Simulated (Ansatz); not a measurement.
# BF₃H₃P: a spread of methods and bases

Aim: run BF₃H₃P under a spread of inputs, and see what each costs and gives.

The runs use Ansatz 0.2.0, Gaussian basis; the settings change from run to run.

### Step 1. The relaxed structure

The structure was relaxed beforehand with PBE-D4/def2-SVP.

8 atoms, charge 0, spin multiplicity 1.

Atoms are counted from 1 here; the program's logs count them from 0.

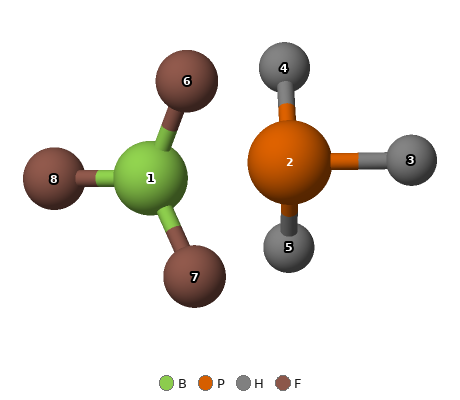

The structure; boron green, phosphorus orange, hydrogen grey, fluorine brown; atoms are numbered from 1 in the order of the file.

### Step 2. r2SCAN/6-31G

Set apart from the defaults: D3(BJ) dispersion, the search for lower states set to light.

Contents of in.yaml:

```yaml
crystal:
  periodic: [false, false, false]
  atoms:
    - {symbol: B, position_ang: [-0.005404, 0.012558, -1.623458]}
    - {symbol: P, position_ang: [0.003327, -0.012389, 1.137315]}
    - {symbol: H, position_ang: [0.657419, 1.020191, 1.888878]}
    - {symbol: H, position_ang: [0.576308, -1.094365, 1.885442]}
    - {symbol: H, position_ang: [-1.214431, 0.033642, 1.894916]}
    - {symbol: F, position_ang: [1.321479, -0.058786, -1.732624]}
    - {symbol: F, position_ang: [-0.606798, 1.198838, -1.713424]}
    - {symbol: F, position_ang: [-0.731900, -1.099688, -1.737034]}
basis:
  gaussian: {orbitals: 6-31G}
hamiltonian: {xc: {name: r2SCAN}, dispersion: d3bj}
scf: {lower_state_search: light}
```

Run with:

```console
ansatz run in.yaml --threads 4 --pin off --events-out ev --progress --plain --max-ram 3916MiB
```

The log of the run:

```text
Warning: the engine holds no damping parameters fitted to this dispersion correction and functional, so the run takes those fitted to r2scan beside the three-body term, which d3bj leaves out (hamiltonian.dispersion, under Limitations)
Functional definition: r2SCAN
  name "r2SCAN"
  cite "Furness, Kaplan, Ning, Perdew & Sun, J. Phys. Chem. Lett. 11, 8208 (2020) doi:10.1021/acs.jpclett.0c02405"
  cite "Furness, Kaplan, Ning, Perdew & Sun, J. Phys. Chem. Lett. 11, 9248 (2020) doi:10.1021/acs.jpclett.0c03077"
  parent r2scan
  parameter k0 = 0.174
  parameter k1 = 0.065
  parameter a1 = 4.9479
  exchange = r2scan_x(k0 = k0, k1 = k1, a1 = a1)
  correlation = r2scan_c
587 factors; integrals over basis functions are off by at most 2.4e-4 eV
mean field evaluation 1: about -18158.0251 eV, gradient 4.2e1 eV
mean field evaluation 2: about -18154.5145 eV, gradient 6.4e1 eV
mean field evaluation 4: about -18160.6732 eV, gradient 8.6e-1 eV
mean field evaluation 8: about -18160.6730 eV, gradient 1.2e-2 eV
mean field -18160.67297264 eV, -667.3924219982 hartree, gradient 2.1e-5 eV, S^2 0.000000; 0 other end points of the search recorded, 0 dependent functions left out
reference -18160.67297969 eV, -667.3924222573 hartree; 25, 25 occupied and 30, 30 virtual orbitals, 587 factors
Total energy: -18160.70776015 eV, -667.3937004156 hartree
```

Run time: 1.1 s. Hardware: 4 threads of Arm Neoverse V1, shared host.

### Step 3. wB97/def2-SVPD

in.yaml, as its differences from that of step 2:

```diff
@@ -12,4 +12,5 @@
 basis:
-  gaussian: {orbitals: 6-31G}
-hamiltonian: {xc: {name: r2SCAN}, dispersion: d3bj}
-scf: {lower_state_search: light}
+  gaussian: {orbitals: def2-SVPD}
+hamiltonian: {xc: {name: wB97}}
+scf: {omitted_lower_state_checks: [starts]}
+output: {forces: true}
```

Same command.

The log of the run (excerpt; [...] marks lines left out):

```text
Functional definition: wB97
  name "wB97"
  cite "Chai & Head-Gordon, J. Chem. Phys. 128, 084106 (2008) doi:10.1063/1.2834918"
  cite "Becke, J. Chem. Phys. 107, 8554 (1997) doi:10.1063/1.475007"
[...]
  # The coefficients of nought are those of the uniform gas.
[...]
      + integral(e_c_pw_opposite_spin*poly(b97_u_opposite, 1, cos1, cos2, cos3, cos4))
[...]
1139 factors; their error is unknown
551 factors; integrals over basis functions are off by at most 4.0e-5 eV
[...]
mean field -18158.48075896 eV, -667.3118596315 hartree, gradient 1.7e-5 eV, S^2 0.000000; 0 other end points of the search recorded, 0 dependent functions left out
[...]
reference -18158.48074541 eV, -667.3118591336 hartree; 25, 25 occupied and 112, 112 virtual orbitals, 1139 factors
Total energy: -18158.48074541 eV, -667.3118591336 hartree
Atom 0 at    -0.005404     0.012558    -1.623458 Å, force     0.000764    -0.014649    -0.086019 eV/Å
Atom 1 at     0.003327    -0.012389     1.137315 Å, force     0.002788     0.003018     0.845866 eV/Å
Atom 2 at     0.657419     1.020191     1.888878 Å, force    -0.149208    -0.236460    -0.248291 eV/Å
Atom 3 at     0.576308    -1.094365     1.885442 Å, force    -0.131392     0.245786    -0.248098 eV/Å
Atom 4 at    -1.214431     0.033642     1.894916 Å, force     0.278617    -0.011487    -0.251100 eV/Å
Atom 5 at     1.321479    -0.058786    -1.732624 Å, force     0.054907    -0.000751    -0.003888 eV/Å
Atom 6 at    -0.606798     1.198838    -1.713424 Å, force    -0.027818     0.058030    -0.003531 eV/Å
Atom 7 at    -0.731900    -1.099688    -1.737034 Å, force    -0.028658    -0.043487    -0.004940 eV/Å
Dipole moment:     0.001701    -0.003434     0.509616 e Å
Checks for a lower state left out: starts
```

Run time: 4.1 s. Hardware: 4 threads of Arm Neoverse V1, shared host.

Largest force 0.846 eV/Å, dipole 2.45 D.

### Step 4. LC-wPBE/def2-SVPD

Options: the search for lower states set to off.

in.yaml, as its differences from that of step 3:

```diff
@@ -13,4 +13,4 @@
   gaussian: {orbitals: def2-SVPD}
-hamiltonian: {xc: {name: wB97}}
-scf: {omitted_lower_state_checks: [starts]}
+hamiltonian: {xc: {name: LC-wPBE}}
+scf: {lower_state_search: off}
 output: {forces: true}
```

The command is unchanged.

The log of the run (excerpt; [...] marks lines left out):

```text
Functional definition: LC-wPBE
  name "LC-wPBE"
  cite "Vydrov & Scuseria, J. Chem. Phys. 125, 234109 (2006) doi:10.1063/1.2409292"
  cite "Heyd & Scuseria, J. Chem. Phys. 120, 7274 (2004) doi:10.1063/1.1668634"
  cite "Ernzerhof & Perdew, J. Chem. Phys. 109, 3313 (1998) doi:10.1063/1.476928"
  cite "Perdew, Burke & Ernzerhof, Phys. Rev. Lett. 77, 3865 (1996) doi:10.1103/PhysRevLett.77.3865"
  parent pbe
[...]
1139 factors; their error is unknown
551 factors; integrals over basis functions are off by at most 4.0e-5 eV
[...]
mean field -18152.43404503 eV, -667.0896469933 hartree, gradient 8.1e-6 eV, S^2 0.000000; 0 other end points of the search recorded, 0 dependent functions left out
[...]
reference -18152.43404504 eV, -667.0896469936 hartree; 25, 25 occupied and 112, 112 virtual orbitals, 1139 factors
Total energy: -18152.43404504 eV, -667.0896469936 hartree
Atom 0 at    -0.005404     0.012558    -1.623458 Å, force     0.001047    -0.015704     0.025290 eV/Å
Atom 1 at     0.003327    -0.012389     1.137315 Å, force     0.002530     0.004231     0.764565 eV/Å
Atom 2 at     0.657419     1.020191     1.888878 Å, force    -0.161727    -0.256319    -0.262451 eV/Å
Atom 3 at     0.576308    -1.094365     1.885442 Å, force    -0.142369     0.266438    -0.262291 eV/Å
Atom 4 at    -1.214431     0.033642     1.894916 Å, force     0.301979    -0.012367    -0.265423 eV/Å
Atom 5 at     1.321479    -0.058786    -1.732624 Å, force    -0.291868     0.018134     0.001641 eV/Å
Atom 6 at    -0.606798     1.198838    -1.713424 Å, force     0.129255    -0.251817    -0.003132 eV/Å
Atom 7 at    -0.731900    -1.099688    -1.737034 Å, force     0.161152     0.247404     0.001802 eV/Å
Dipole moment:     0.001745    -0.003558     0.523469 e Å
Checks for a lower state left out: stability, starts, cluster_reference, orbital_swaps, neighbouring_geometries, increment
```

Wall time 1.4 s (4 threads of Arm Neoverse V1, shared host).

Largest force 0.765 eV/Å, dipole 2.51 D.

### Step 5. r2SCANh/6-31G*

Set apart from the defaults: a point charge of 1.00 e beside it, high accuracy, the search for lower states set to light.

in.yaml, as its differences from that of step 4:

```diff
@@ -12,5 +12,6 @@
 basis:
-  gaussian: {orbitals: def2-SVPD}
-hamiltonian: {xc: {name: LC-wPBE}}
-scf: {lower_state_search: off}
+  gaussian: {orbitals: "6-31G*", point_charges: [{charge: 1.00, position_ang: [4.892, -0.009, 0.656]}]}
+hamiltonian: {xc: {name: r2SCANh}}
+accuracy: high
+scf: {lower_state_search: light}
 output: {forces: true}
```

Same command.

The log of the run (excerpt; [...] marks lines left out):

```text
Functional definition: r2SCANh
  name "r2SCANh"
  cite "Bursch, Neugebauer, Ehlert & Grimme, J. Chem. Phys. 156, 134105 (2022) doi:10.1063/5.0086040"
  cite "Furness, Kaplan, Ning, Perdew & Sun, J. Phys. Chem. Lett. 11, 8208 (2020) doi:10.1021/acs.jpclett.0c02405"
  cite "Furness, Kaplan, Ning, Perdew & Sun, J. Phys. Chem. Lett. 11, 9248 (2020) doi:10.1021/acs.jpclett.0c03077"
  parent r2scan
[...]
1807 factors; integrals over basis functions are off by at most 3.9e-9 eV
[...]
mean field -18163.29781823 eV, -667.4888832946 hartree, gradient 3.0e-8 eV, S^2 0.000000; 0 other end points of the search recorded, 0 dependent functions left out
[...]
reference -18163.29781878 eV, -667.4888833147 hartree; 25, 25 occupied and 60, 60 virtual orbitals, 1807 factors
Total energy: -18163.29781878 eV, -667.4888833147 hartree
Atom 0 at    -0.005404     0.012558    -1.623458 Å, force    -0.819056     0.002776    -0.467910 eV/Å
Atom 1 at     0.003327    -0.012389     1.137315 Å, force    -0.143822    -0.004016     0.742393 eV/Å
Atom 2 at     0.657419     1.020191     1.888878 Å, force    -0.174908    -0.260402    -0.156684 eV/Å
Atom 3 at     0.576308    -1.094365     1.885442 Å, force    -0.156223     0.278237    -0.167327 eV/Å
Atom 4 at    -1.214431     0.033642     1.894916 Å, force     0.422267    -0.012883    -0.306172 eV/Å
Atom 5 at     1.321479    -0.058786    -1.732624 Å, force    -0.006152     0.014289     0.141754 eV/Å
Atom 6 at    -0.606798     1.198838    -1.713424 Å, force     0.415464    -0.547845     0.140249 eV/Å
Atom 7 at    -0.731900    -1.099688    -1.737034 Å, force     0.482683     0.530245     0.151441 eV/Å
Dipole moment:    -0.170644    -0.003052     0.471198 e Å
```

It took 5.5 s on 4 threads of Arm Neoverse V1, shared host.

Largest force 0.943 eV/Å, dipole 2.41 D.

### Step 6. All runs side by side

| level | charge | multiplicity | geometry | functions | energy (eV) | time |
| --- | --- | --- | --- | --- | --- | --- |
| r2SCAN/6-31G | 0 | 1 | relaxed | 55 | -18160.708 | 1.1 s |
| wB97/def2-SVPD | 0 | 1 | relaxed | 137 | -18158.481 | 4.1 s |
| LC-wPBE/def2-SVPD | 0 | 1 | relaxed | 137 | -18152.434 | 1.4 s |
| r2SCANh/6-31G* | 0 | 1 | relaxed, point charge | 85 | -18163.298 | 5.5 s |

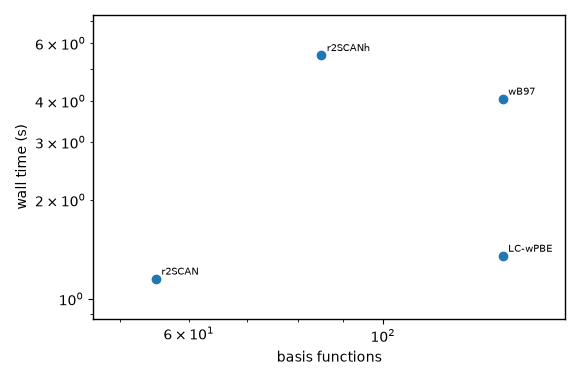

Wall time against the number of basis functions (shared host).

### Step 7. Results

| quantity | value |
| --- | --- |
| runs | 4 |
| quickest | r2SCAN/6-31G, 1.1 s |
| slowest | r2SCANh/6-31G*, 5.5 s |
| spread of total energies, same state and geometry | 8.3 eV |
| dipole, same state and geometry | 2.45 to 2.51 D |

**Reading.** r2SCANh/6-31G* took 5 times as long as r2SCAN/6-31G. The jobs differ in tasks and options as well as level. The totals spread over 8 eV; they can't be compared across methods or bases. At the PBE-D4/def2-SVP geometry and in the same state, the sound runs without point charges leave forces up to 0.85 eV/Å (wB97/def2-SVPD).
